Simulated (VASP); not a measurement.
Band structure of ZrIr3 (space group Pm-3m). Calculation: PBEsol GGA, VASP's PBE PAW potentials (set 64) (plane waves; VASP).

Unless said otherwise, spin-orbit coupling is left out, though it shifts the bands of the heavy elements here.

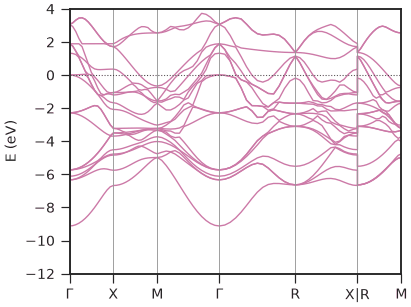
Bands along high-symmetry lines, zero at the valence-band maximum or, without a gap, the Fermi level

**Question.** Read the plot: is there a gap, and where are the band edges?

**Answer.** It has no gap at this level: it comes out as a metal or semimetal. (Edges off the drawn lines would not show.)

The structure comes from a computed database's ZrIr3 entry (Pm-3m); how it stands against other phases isn't given here. It was relaxed first. The electron count is odd and the run is not spin-polarised, which forces a metal.
